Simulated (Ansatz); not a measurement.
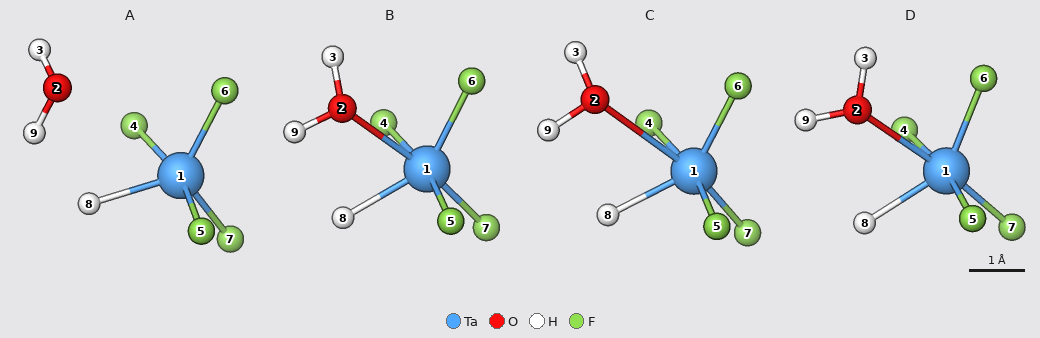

4 geometries from one relaxation of TaH3OF4, in shuffled order. A ball-and-stick model, seen from a free direction.

The run prepares an end point of a later path (reaction) calculation, from a guessed geometry.

Level of theory: RKS B3LYP-D4/def2-SVP (Ansatz). Set-up: no spin polarisation; force threshold 0.03 eV/Å; at most 50 steps.

Put them in the order of the run, from the start to the converged end.

A, C, B, D. They are steps 0, 3, 5, 11, at +0.651 eV, +0.315 eV, +0.107 eV relative to the last. The atom that moves furthest after the best rigid fit is H3 (0.93 Å). Largest moves by element: H 0.93 Å, O 0.67 Å, F 0.45 Å, Ta 0.29 Å. Some distances before and after: Ta1–O2 3.206 → 2.283 Å, Ta1–H3 3.604 → 2.859 Å, Ta1–H9 3.064 → 2.932 Å, Ta1–F6 1.866 → 1.909 Å. New bonds form, among them: Ta1–O2 (3.21 → 2.28 Å). Bond angles that change, for instance: F6–Ta1–H8 124.8° → 139.2°, F7–Ta1–H8 113.6° → 105.9°, F6–Ta1–F7 121.5° → 114.9°. Over 11 geometry steps the energy falls by 0.651 eV. The largest force component goes from 0.82 to 0.021 eV/Å.
